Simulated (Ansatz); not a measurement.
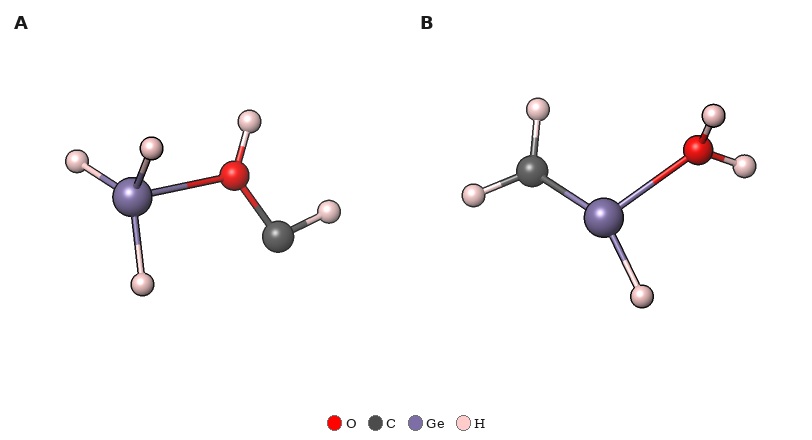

2 stationary structures of one formula. Charge +1, singlet. Geometries: PBE-D4/def2-SVP. Electronic energies: PBE-D4/def2-SVP (Ansatz 0.2.0), without zero-point energy. No frequency run is at hand to confirm each as a minimum. Each is one conformer, not always the lowest.

> Which structure is the most stable?

B is lowest (C1); A lies 252.1 kJ/mol above it (Cs).
